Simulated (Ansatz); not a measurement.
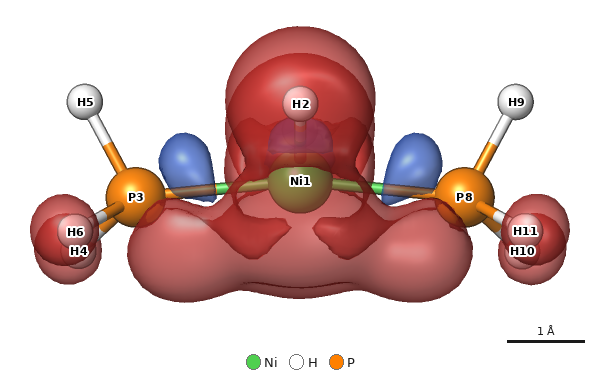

The picture shows: H$_{8}$NiP$_{2}$ (triplet). Isosurfaces of the spin density (α minus β) at +0.015 (red) and −0.015 e/Å³ (blue), seen from one side.

Geometry: PBE-D4/def2-SVP.

Method: UKS PBE0-D4/def2-TZVP in Ansatz.

```xyz
11

Ni    0.0266    0.0001    0.0080
H     1.0456    0.0103   -1.1665
P     0.0620    2.1569    0.2432
H    -0.8329    2.9027    1.0945
H    -0.2862    2.8384   -0.9679
H     1.2298    2.9562    0.5290
H    -1.4609    0.0035   -0.4457
P     0.0698   -2.1607    0.2050
H    -0.2816   -2.8219   -1.0164
H    -0.8160   -2.9275    1.0474
H     1.2437   -2.9580    0.4695
```

> Which atoms carry the spin?

The unpaired spin (2 electrons) lies mostly on Ni1 (about 1.2), H2 (about 0.2), H7 (about 0.2), P3 (about 0.1) and P8 (about 0.1), in electrons by Hirshfeld's partition.
